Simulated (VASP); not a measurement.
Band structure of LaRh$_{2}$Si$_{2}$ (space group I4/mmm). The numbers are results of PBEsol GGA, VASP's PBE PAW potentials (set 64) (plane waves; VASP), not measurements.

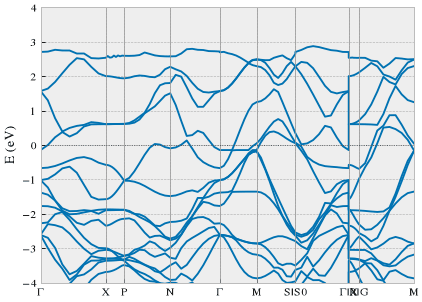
Bands along high-symmetry lines, zero at the valence-band maximum or, without a gap, the Fermi level

Problem. Read the plot: is there a gap, and where are the band edges?

Solution. It has no gap at this level: it comes out as a metal or semimetal. (Edges off the drawn lines would not show.)

The structure comes from a computed database's LaRh2Si2 entry (I4/mmm); how it stands against other phases isn't given here. It was relaxed first. The electron count is odd and the run is not spin-polarised, which forces a metal.
